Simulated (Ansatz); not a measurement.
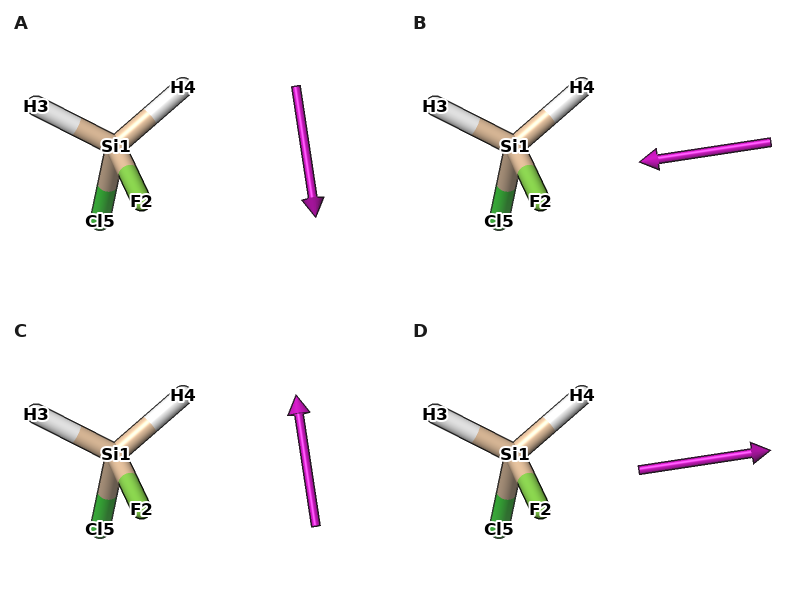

The same molecule four times, each with an arrow. Computed geometry: PBE0-D4/def2-TZVP optimisation. Level of theory: RKS PBE0-D4/def2-TZVP (Ansatz 0.2.0).

### Which arrow points along the dipole moment, from the negative to the positive end?

C. The dipole moment is 1.32 D; it points from the side of F2, Cl5 to the side of H3, H4 (the outermost atoms at the two ends).
